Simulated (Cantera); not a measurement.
Charge: 1 mol Si, 0.021 mol O2, 330 mol N2, 0.11 mol CO2, at 0.0100 bar.

Cantera equilibrium calculation (NASA polynomials, part measured and part estimated; ideal gas, pure solids and liquids). Candidate condensed phases: C, Si, SiC, SiO2, Si2N2O, Si3N4; 34 gas species. N2 is the only nitrogen source here; it is nearly inert below about 1500 K, so the nitride shown seldom forms there in practice. Mutual solubility and eutectic melting of coexisting phases are not modelled. The tables' values for SiN are old estimates; treat these amounts as uncertain. Rates play no part.

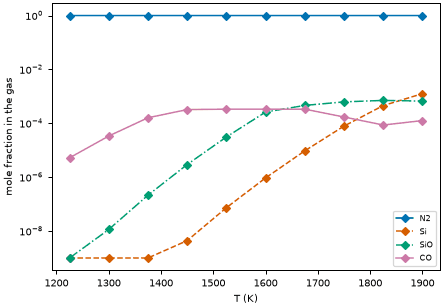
Figure: Equilibrium gas composition (values under 1e-9 drawn at 1e-9)

From 1225 K to 1300 K the condensed part is C(graphite) + Si2N2O(s) + Si3N4(s). From 1375 K to 1450 K the condensed part is SiC(s) + Si2N2O(s) + Si3N4(s). From 1525 K to 1600 K the condensed part is Si2N2O(s) + Si3N4(s). At 1675 K the condensed part is Si3N4(s). At 1750 K the condensed part is SiC(s) + Si3N4(s). From 1825 K to 1900 K the condensed part is Si(l) + SiC(s).
